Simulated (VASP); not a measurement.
Band structure of Be2C (antifluorite). Calculation: PW91 GGA, VASP's PBE PAW potentials (set 64) (plane waves; VASP 6.6.1).

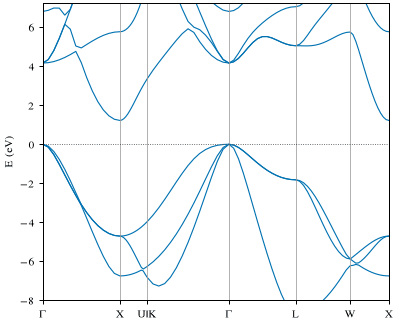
Figure. Bands along high-symmetry lines, zero at the valence-band maximum or, without a gap, the Fermi level

Problem. Read the plot: is there a gap, and where are the band edges?

Solution. The gap is indirect, 1.22 eV, from the valence maximum at Γ to the conduction minimum at X. (Edges off the drawn lines would not show.)

The compound is Be2C in the antifluorite structure. It was relaxed first.
